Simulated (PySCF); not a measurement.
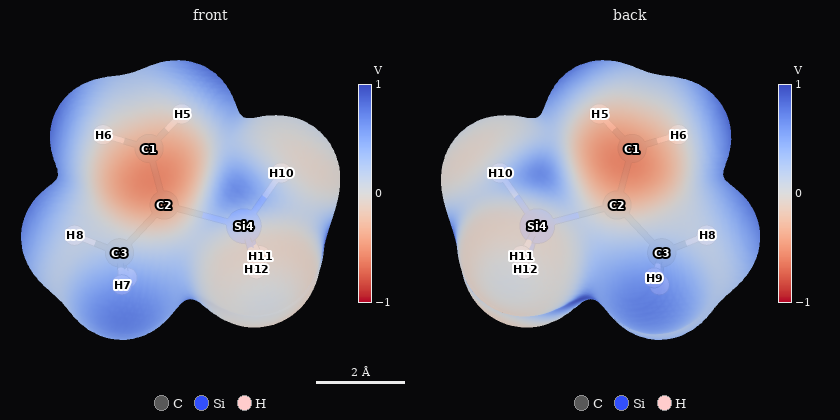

Figure 1: C3H8Si. The electrostatic potential painted on the density surface at 0.002 e/bohr³, seen from the front and from behind; the colour scale runs from red (negative) to blue (positive).

Geometry: PBE0-D3(BJ)/def2-SVP.

Theory: PBE0/def2-SVPD, SCF density, gas phase in PySCF 2.14.0.

```yaml
atoms:
  - { symbol: C, position_ang: [-0.5308, 1.4218, 0.5193] }
  - { symbol: C, position_ang: [-0.1513, 0.1798, 0.1870] }
  - { symbol: C, position_ang: [-1.0079, -1.0231, 0.4631] }
  - { symbol: Si, position_ang: [1.5086, -0.0911, -0.6532] }
  - { symbol: H, position_ang: [0.0986, 2.2945, 0.3189] }
  - { symbol: H, position_ang: [-1.4942, 1.6154, 1.0080] }
  - { symbol: H, position_ang: [-0.5005, -1.7215, 1.1500] }
  - { symbol: H, position_ang: [-1.9727, -0.7427, 0.9135] }
  - { symbol: H, position_ang: [-1.2130, -1.5899, -0.4606] }
  - { symbol: H, position_ang: [2.2072, 1.2159, -0.8399] }
  - { symbol: H, position_ang: [1.3185, -0.7464, -1.9862] }
  - { symbol: H, position_ang: [2.3710, -0.9999, 0.1670] }
```

### Describe the electrostatic potential map.

The most negative region (about −0.6 V, or −14 kcal/mol for a unit charge) lies over the π face of C1 and C2, the most positive (about +0.9 V, or +21 kcal/mol for a unit charge) over Si4.
